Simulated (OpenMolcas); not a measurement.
**Energy and gradient calculation, with input and output: C2H5NO (part 2 of 2)**

The same run, continued: C2H5NO, SMILES CNC=O; BLYP/cc-pVDZ, RKS (OpenMolcas 26.06). The geometry comes from this level: PBE0-D4/def2-TZVP.

Geometry of the input (Å):
```
C  -0.3200  0.5959  -0.8824
N  -0.3387  -0.4045  0.1543
C  0.6573  -0.5469  1.0552
O  1.6609  0.1258  1.1037
H  -0.3618  0.1394  -1.8744
H  -1.1555  1.2928  -0.7778
H  0.6131  1.1489  -0.7879
H  -1.1232  -1.0289  0.2238
H  0.4565  -1.3687  1.7683
```

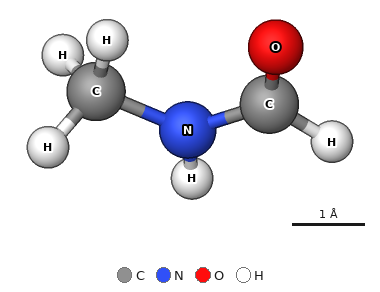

**Figure 1.** The structure as given in the input (ball-and-stick view, seen at a tilt).

**The program's output, continued**
```
Iter     Tot. BLYP       One-elec.       Two-elec.     Energy      Max Dij or  Max Fij      DNorm      TNorm      AccCon     Time
         Energy          Energy          Energy        Change      Delta Norm                                                in Sec.
   1  -208.542727509  -549.323582036   218.776535430   0.00E+00    7.03E-01*   1.58E-01*    8.10E+00   1.31E+02   None         2.
   2  -206.663087878  -554.799120491   226.131713517   1.88E+00*   2.01E-01*   9.57E-02*    8.74E+00   1.34E+02   EDIIS        2.
   3  -209.043243616  -555.994185317   224.946622604  -2.38E+00*   3.51E-01*   7.40E-02*    3.99E+00   1.33E+02   EDIIS        2.
   4  -208.920458598  -550.176158718   219.251381023   1.23E-01*   9.90E-02*   3.18E-02*    3.12E+00   1.32E+02   EDIIS        2.
   5  -209.123345945  -552.637954091   221.510289049  -2.03E-01*   3.62E-01*   3.82E-02*    8.36E-01   1.32E+02   c2DIIS       2.
   6  -209.020090502  -553.743717721   222.719308123   1.03E-01*   1.07E-02*   3.42E-02*    1.39E+00   1.33E+02   c2DIIS       2.
   7  -209.135634410  -553.701041882   222.561088376  -1.16E-01*   3.32E-02*   6.95E-03*    1.68E-01   1.33E+02   QNRc2DIIS    2.
   8  -209.134538271  -552.986264612   221.847407245   1.10E-03*   2.18E-02*   1.20E-02*    2.26E-01   1.33E+02   QNRc2DIIS    2.
   9  -209.136122088  -553.393665775   222.253224590  -1.58E-03*   2.37E-03*   1.17E-03*    1.38E-01   1.33E+02   QNRc2DIIS    2.
  10  -209.136137114  -553.426755393   222.286299183  -1.50E-05*   6.39E-04*   2.90E-04*    1.75E-02   1.33E+02   QNRc2DIIS    2.
  11  -209.136137625  -553.427536356   222.287079634  -5.12E-07*   2.53E-04*   1.57E-04*    3.22E-03   1.33E+02   QNRc2DIIS    2.
  12  -209.136137798  -553.425520086   222.285063192  -1.73E-07*   5.05E-05*   7.97E-06*    1.65E-03   1.33E+02   QNRc2DIIS    2.
  13  -209.136137799  -553.425325818   222.284868923  -1.07E-09*   2.00E-05*   5.56E-06*    4.35E-04   1.33E+02   QNRc2DIIS    2.
  14  -209.136137800  -553.425406562   222.284949665  -8.88E-10*   7.30E-06    2.83E-06*    1.44E-04   1.33E+02   QNRc2DIIS    2.
  15  -209.136137800  -553.425385259   222.284928363  -1.04E-10*   1.61E-06    4.97E-07*    5.65E-05   1.33E+02   QNRc2DIIS    2.
  16  -209.136137800  -553.425384774   222.284927877  -7.84E-12    2.70E-07    7.54E-08     1.17E-05   1.33E+02   QNRc2DIIS    2.

       Convergence after  16 Iterations
--

 *****************************************************************************************************************************
 *                                             SCF/KS-DFT Program, Final results                                             *
 *                                                       Final Results                                                       *
 *****************************************************************************************************************************

::    Total KS-DFT energy                            -209.1361378003
      One-electron energy                            -553.4253847741
      Two-electron energy                             222.2849278774
      Nuclear repulsion energy                        122.0043190964
      Kinetic energy (interpolated)                   207.9756618813
      Virial theorem                                    1.0055798641
      Total spin, S(S+1)                                0.0000000000
      Total spin, S                                     0.0000000000
      Max non-diagonal density matrix element           0.0000001406
      Max non-diagonal Fock matrix element              0.0000000523

      All orbitals with orbital energies smaller than  E(LUMO)+0.5 are printed

++    Molecular orbitals:
      -------------------

      Title: RKS-DFT orbitals

      Molecular orbitals for symmetry species 1: a

      Basis set list:
        1 C1     1s                 18 N2     2px                35 C3     2py                52 O4     3d2-               69 H7     2px
        2 C1     1s                 19 N2     2px                36 C3     2pz                53 O4     3d1-               70 H7     2py
        3 C1     1s                 20 N2     2py                37 C3     2pz                54 O4     3d0                71 H7     2pz
        4 C1     2px                21 N2     2py                38 C3     3d2-               55 O4     3d1+               72 H8     1s
        5 C1     2px                22 N2     2pz                39 C3     3d1-               56 O4     3d2+               73 H8     1s
        6 C1     2py                23 N2     2pz                40 C3     3d0                57 H5     1s                 74 H8     2px
        7 C1     2py                24 N2     3d2-               41 C3     3d1+               58 H5     1s                 75 H8     2py
        8 C1     2pz                25 N2     3d1-               42 C3     3d2+               59 H5     2px                76 H8     2pz
        9 C1     2pz                26 N2     3d0                43 O4     1s                 60 H5     2py                77 H9     1s
       10 C1     3d2-               27 N2     3d1+               44 O4     1s                 61 H5     2pz                78 H9     1s
       11 C1     3d1-               28 N2     3d2+               45 O4     1s                 62 H6     1s                 79 H9     2px
       12 C1     3d0                29 C3     1s                 46 O4     2px                63 H6     1s                 80 H9     2py
       13 C1     3d1+               30 C3     1s                 47 O4     2px                64 H6     2px                81 H9     2pz
       14 C1     3d2+               31 C3     1s                 48 O4     2py                65 H6     2py
       15 N2     1s                 32 C3     2px                49 O4     2py                66 H6     2pz
       16 N2     1s                 33 C3     2px                50 O4     2pz                67 H7     1s
       17 N2     1s                 34 C3     2py                51 O4     2pz                68 H7     1s

  Index Energy  Occupation Coefficients ...

    1  -18.7482    2.0000         43 O4     1s     ( 1.004),

    2  -14.0480    2.0000         15 N2     1s     ( 1.006),

    3  -10.0054    2.0000         29 C3     1s     ( 1.006),

    4   -9.9563    2.0000          1 C1     1s     ( 1.007),

    5   -0.9330    2.0000         30 C3     1s     ( 0.508),    44 O4     1s     ( 0.700),

    6   -0.8360    2.0000         16 N2     1s     ( 0.726),    44 O4     1s     (-0.382),

    7   -0.6435    2.0000          2 C1     1s     ( 0.674),

    8   -0.5271    2.0000         18 N2     2px    (-0.491),    30 C3     1s     (-0.446),    44 O4     1s     ( 0.261),    72 H8     1s     ( 0.512),

    9   -0.4808    2.0000          8 C1     2pz    (-0.260),    18 N2     2px    (-0.274),    20 N2     2py    (-0.265),    30 C3     1s     ( 0.226),
                                  34 C3     2py    (-0.309),    36 C3     2pz    ( 0.350),    57 H5     1s     ( 0.229),    62 H6     1s     ( 0.226),
                                  72 H8     1s     ( 0.248),    77 H9     1s     ( 0.434),

   10   -0.3999    2.0000          6 C1     2py    ( 0.362),     8 C1     2pz    (-0.305),    20 N2     2py    (-0.352),    22 N2     2pz    ( 0.395),
                                  30 C3     1s     (-0.203),    32 C3     2px    (-0.236),    36 C3     2pz    (-0.290),    44 O4     1s     ( 0.211),
                                  48 O4     2py    ( 0.241),    67 H7     1s     ( 0.230),    72 H8     1s     ( 0.236),    77 H9     1s     (-0.313),

   11   -0.3975    2.0000          4 C1     2px    (-0.263),     6 C1     2py    ( 0.359),     8 C1     2pz    ( 0.356),    20 N2     2py    ( 0.259),
                                  22 N2     2pz    ( 0.230),    57 H5     1s     (-0.409),    62 H6     1s     ( 0.409),

   12   -0.3525    2.0000          4 C1     2px    ( 0.464),     8 C1     2pz    ( 0.267),    34 C3     2py    (-0.293),    46 O4     2px    ( 0.365),
                                  57 H5     1s     (-0.276),    62 H6     1s     (-0.261),    67 H7     1s     ( 0.455),    77 H9     1s     ( 0.266),

   13   -0.3343    2.0000          4 C1     2px    ( 0.345),    32 C3     2px    ( 0.355),    44 O4     1s     (-0.284),    46 O4     2px    (-0.488),
                                  48 O4     2py    (-0.299),    67 H7     1s     ( 0.401),    72 H8     1s     ( 0.330),

   14   -0.3268    2.0000          6 C1     2py    (-0.210),     8 C1     2pz    (-0.201),    32 C3     2px    (-0.254),    34 C3     2py    ( 0.359),
                                  36 C3     2pz    ( 0.341),    46 O4     2px    (-0.251),    48 O4     2py    ( 0.344),    50 O4     2pz    ( 0.328),
                                  57 H5     1s     ( 0.286),    62 H6     1s     (-0.296),

   15   -0.2082    2.0000         18 N2     2px    ( 0.328),    20 N2     2py    (-0.457),    22 N2     2pz    (-0.433),    46 O4     2px    (-0.259),
                                  48 O4     2py    ( 0.360),    50 O4     2pz    ( 0.352),    57 H5     1s     (-0.240),    62 H6     1s     ( 0.244),

   16   -0.1945    2.0000         48 O4     2py    (-0.473),    50 O4     2pz    ( 0.677),    77 H9     1s     (-0.362),

   17    0.0074    0.0000         20 N2     2py    ( 0.276),    22 N2     2pz    ( 0.262),    32 C3     2px    ( 0.375),    34 C3     2py    (-0.524),
                                  36 C3     2pz    (-0.499),    48 O4     2py    ( 0.365),    50 O4     2pz    ( 0.348),

   18    0.0274    0.0000          3 C1     1s     (-0.667),    73 H8     1s     ( 1.088),

   19    0.0617    0.0000          3 C1     1s     (-1.664),    58 H5     1s     ( 0.939),    63 H6     1s     ( 0.942),

   20    0.0896    0.0000         17 N2     1s     ( 0.824),    31 C3     1s     (-1.006),    78 H9     1s     ( 1.551),

   21    0.1065    0.0000         58 H5     1s     (-1.582),    63 H6     1s     ( 1.567),

   22    0.1237    0.0000         68 H7     1s     ( 1.764),

   23    0.1707    0.0000          3 C1     1s     (-0.744),     7 C1     2py    ( 0.846),     9 C1     2pz    (-0.894),    17 N2     1s     ( 0.854),
                                  21 N2     2py    ( 0.581),    23 N2     2pz    (-0.490),    31 C3     1s     ( 0.588),    73 H8     1s     ( 0.752),
                                  78 H9     1s     (-0.840),

   24    0.2396    0.0000          3 C1     1s     ( 0.889),    31 C3     1s     ( 0.973),    33 C3     2px    ( 1.414),    35 C3     2py    ( 0.899),
                                  45 O4     1s     (-1.432),

   25    0.3123    0.0000         17 N2     1s     ( 1.350),    31 C3     1s     (-2.027),    33 C3     2px    ( 1.164),    37 C3     2pz    ( 1.359),

   26    0.3802    0.0000          5 C1     2px    (-0.960),     7 C1     2py    (-0.732),    31 C3     1s     (-1.256),    33 C3     2px    ( 0.796),
                                  57 H5     1s     (-0.664),    67 H7     1s     ( 1.125),    68 H7     1s     (-0.756),

   27    0.3816    0.0000          5 C1     2px    (-0.648),     7 C1     2py    ( 0.627),     9 C1     2pz    ( 0.645),    34 C3     2py    (-0.524),
                                  35 C3     2py    ( 0.723),    36 C3     2pz    (-0.532),    37 C3     2pz    ( 0.795),    57 H5     1s     ( 0.802),
                                  62 H6     1s     (-0.968),    63 H6     1s     ( 0.543),

   28    0.4246    0.0000          2 C1     1s     ( 0.792),     3 C1     1s     (-1.003),     6 C1     2py    (-0.742),     7 C1     2py    ( 1.269),
                                   8 C1     2pz    ( 0.826),     9 C1     2pz    (-1.397),    17 N2     1s     ( 1.401),    77 H9     1s     (-0.749),
                                  78 H9     1s     ( 0.771),

   29    0.4490    0.0000         30 C3     1s     (-0.684),    31 C3     1s     ( 0.833),    36 C3     2pz    ( 0.678),    37 C3     2pz    (-0.650),
                                  72 H8     1s     (-1.172),    73 H8     1s     ( 1.156),    77 H9     1s     (-1.016),    78 H9     1s     ( 1.113),

   30    0.4793    0.0000         32 C3     2px    ( 0.513),    33 C3     2px    (-0.685),    34 C3     2py    (-0.718),    35 C3     2py    ( 0.959),
                                  36 C3     2pz    (-0.698),    37 C3     2pz    ( 0.963),    57 H5     1s     (-0.819),    58 H5     1s     ( 0.711),
                                  62 H6     1s     ( 0.833),    63 H6     1s     (-0.710),

--

++    Molecular charges:
      ------------------

      Mulliken charges per centre and basis function type
      ---------------------------------------------------

                C1      N2      C3      O4      H5      H6      H7      H8      H9
      1s       2.9726  3.3533  3.0132  3.7344  0.9577  0.9573  0.9376  0.8879  1.0273
      2px      1.0356  1.1438  0.8832  1.4016  0.0069  0.0125  0.0156  0.0237  0.0034
      2pz      0.9057  1.2701  0.8880  1.6035  0.0142  0.0051  0.0057  0.0115  0.0100
      2py      0.9338  1.2743  0.8940  1.4680  0.0065  0.0099  0.0080  0.0198  0.0117
      3d2+     0.0079  0.0034  0.0504  0.0051  0.0000  0.0000  0.0000  0.0000  0.0000
      3d1+     0.0056  0.0058  0.0490  0.0031  0.0000  0.0000  0.0000  0.0000  0.0000
      3d0      0.0199  0.0080  0.0206  0.0021  0.0000  0.0000  0.0000  0.0000  0.0000
      3d1-     0.0188  0.0051  0.0255  0.0015  0.0000  0.0000  0.0000  0.0000  0.0000
      3d2-     0.0139  0.0074  0.0335  0.0061  0.0000  0.0000  0.0000  0.0000  0.0000
      Total    5.9139  7.0712  5.8573  8.2254  0.9853  0.9849  0.9668  0.9429  1.0523

      N-E      0.0861 -0.0712  0.1427 -0.2254  0.0147  0.0151  0.0332  0.0571 -0.0523

      Total electronic charge=   32.000000

      Total            charge=   -0.000000
--

++    Molecular properties:
      ---------------------

      Charge (e):
                      =   -0.0000
      Dipole Moment (debye):
      Origin of the operator (angstrom)=    0.4114   -0.0488    0.3460
                   X= -3.1839E+00               Y= -1.0580E+00               Z= -1.2824E+00           Total=  3.5918E+00
      Quadrupole Moment (debye*angstrom):
      Origin of the operator (angstrom)=    0.4114   -0.0488    0.3460
                  XX= -2.5250E+01              XY=  4.2696E-01              XZ= -1.1031E+00              YY= -2.2770E+01
                  YZ= -1.3918E+00              ZZ= -2.3751E+01
      In traceless form (debye*angstrom)
                  XX= -1.9899E+00              XY=  6.4044E-01              XZ= -1.6547E+00              YY=  1.7311E+00
                  YZ= -2.0877E+00              ZZ=  2.5876E-01
--

--- Stop Module: scf /rc=_RC_ALL_IS_WELL_ ---
--- Module scf spent 30 seconds ---

--- Start Module: alaska ---

                                              &ALASKA

                       available to each process: 1.9 GB of memory, 1 thread

                     Threshold for contributions to the gradient: 1.000E-07

                    ********************************************
                    * Symmetry Adapted Cartesian Displacements *
                    ********************************************

           Irreducible representation : a
           Basis function(s) of irrep: x, y, xy, Rz, z, xz, Ry, yz, Rx, I

 Basis Label        Type   Center Phase
   1   C1           x         1     1
   2   C1           y         1     1
   3   C1           z         1     1
   4   N2           x         2     1
   5   N2           y         2     1
   6   N2           z         2     1
   7   C3           x         3     1
   8   C3           y         3     1
   9   C3           z         3     1
  10   O4           x         4     1
  11   O4           y         4     1
  12   O4           z         4     1
  13   H5           x         5     1
  14   H5           y         5     1
  15   H5           z         5     1
  16   H6           x         6     1
  17   H6           y         6     1
  18   H6           z         6     1
  19   H7           x         7     1
  20   H7           y         7     1
  21   H7           z         7     1
  22   H8           x         8     1
  23   H8           y         8     1
  24   H8           z         8     1
  25   H9           x         9     1
  26   H9           y         9     1
  27   H9           z         9     1

                     No automatic utilization of translational and rotational invariance of the energy is employed.

 DFT contribution computed for a moving grid.

 Conventional ERI gradients!

 **************************************************
 *              Molecular gradients               *
 **************************************************

  Irreducible representation: a
 ------------------------------------------------------------------------------------------
                              X                       Y                       Z
 ------------------------------------------------------------------------------------------
  C1                1.11289118353963E-03   -1.52545155744122E-03    2.45729733528499E-03
  N2                7.16418084690140E-03    7.00362012087119E-05    5.43812280315237E-03
  C3                7.49968546231461E-03    1.25437280635889E-02   -7.58696532724645E-03
  O4               -3.16308146848598E-02   -2.08759783678634E-02   -1.83767293629655E-03
  H5                8.42881073644608E-04    3.92825007013986E-03    1.10456791240781E-02
  H6                8.84568525469964E-03   -7.72671031990102E-03   -2.10013736272087E-05
  H7               -9.34923847644331E-03   -5.40576719403729E-03   -1.14768971554025E-03
  H8                1.15372598156371E-02    8.68337466750813E-03   -5.07290682113637E-04
  H9                3.97746952453792E-03    1.03085184367115E-02   -7.84047922771958E-03
 ------------------------------------------------------------------------------------------

--- Stop Module: alaska /rc=_RC_ALL_IS_WELL_ ---
--- Module alaska spent 9 seconds ---

.##################.
.# Happy landing! #.
.##################.

    Timing: Wall=42.45 User=37.84 System=4.59
```

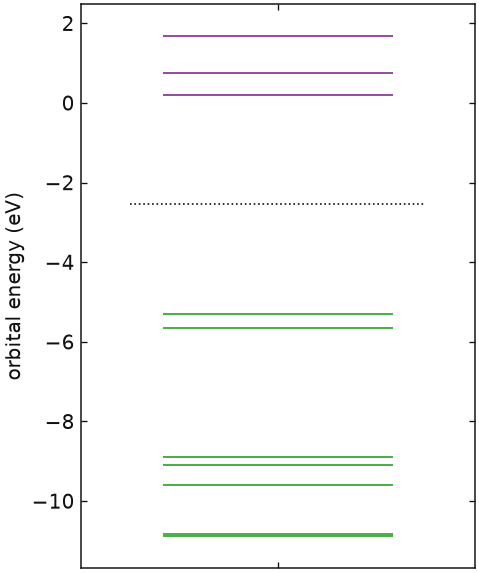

**Figure 2.** Orbital energies near the frontier; the dotted line parts filled from empty levels, and levels within 0.02 eV of each other stand side by side. Highest filled −5.29 eV, lowest empty 0.20 eV, 5.49 eV apart.

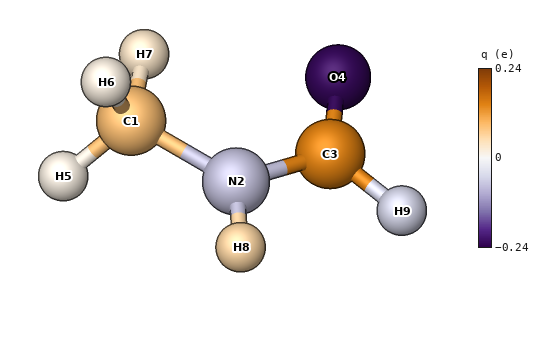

**Figure 3.** Mulliken charges, as the colour of each atom (ball-and-stick view, seen at a tilt; atoms are numbered from 1 in the order of the input). By element: C +0.09 to +0.14, N −0.07, O −0.23 and H −0.05 to +0.06 e.

**Results in brief**

| quantity | value |
| --- | --- |
| outcome | converged |
| total energy | −209.136138 hartree |
| basis functions | 81 |
| largest force | 1.951 eV/Å |
| HOMO | −5.29 eV |
| LUMO | 0.20 eV |
| dipole moment | 3.59 debye |
| wall time | 43 s |
| peak memory | 0.45 GiB |
